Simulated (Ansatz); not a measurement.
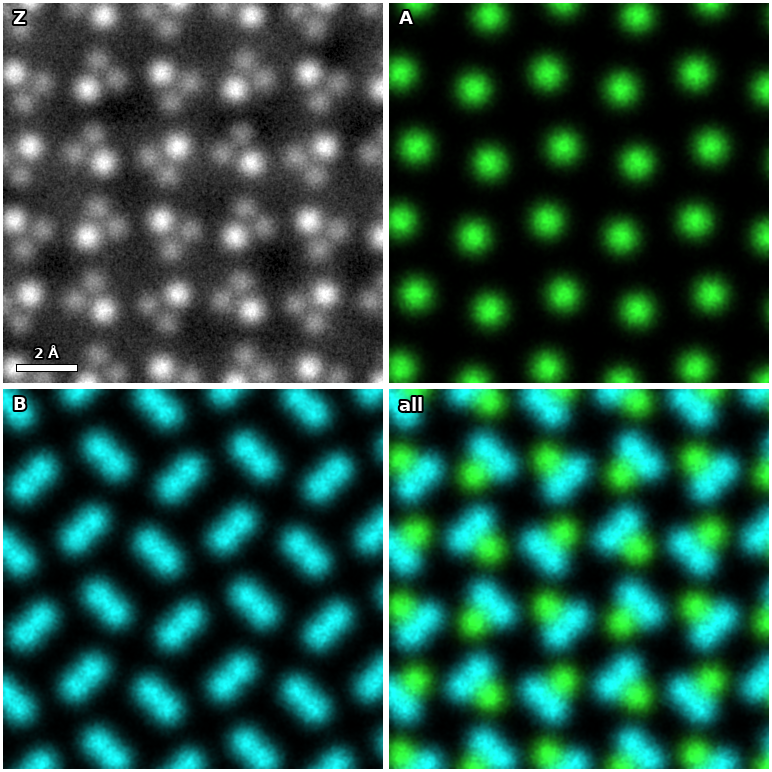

SiO2 (P4_12_12, No. 92) along [001]. Panel Z: Simulation: incoherent imaging, intensity Z^1.7 per atom, probe width 0.63 Å, thin sample. The probe carries 25 % of its weight in a tail 2.5 times as wide. The display is stretched by a gamma of 0.65; percentages refer to the linear signal. Shot noise and the speckle of an amorphous layer were added. The other panels are simulated element maps (the number of atoms of one element along the beam, blurred by 0.9 Å, with counting noise; each on its own scale, no channelling); the last overlays them. Model: the geometry relaxed with DFT LDA, scalar-relativistic, plane waves, PAW (Ansatz).

Space group P4_12_12 (No. 92). a = 4.951 Å, b = 4.951 Å, c = 6.883 Å, α = 90.00°, β = 90.00°, γ = 90.00°
| atom | site | symmetry | x | y | z |
| --- | --- | --- | --- | --- | --- |
| Si | 4a | ..2 | 0.3036 | 0.3036 | 0.0000 |
| O | 8b | 1 | 0.2376 | 0.1117 | 0.1826 |

Question: Which element does each lettered map show?

Answer: A: Si, B: O. The projected cell (4.95 × 4.95 Å, 90°) holds 12 columns: 8 of O and 4 of Si. No column is shared by two of the mapped elements.
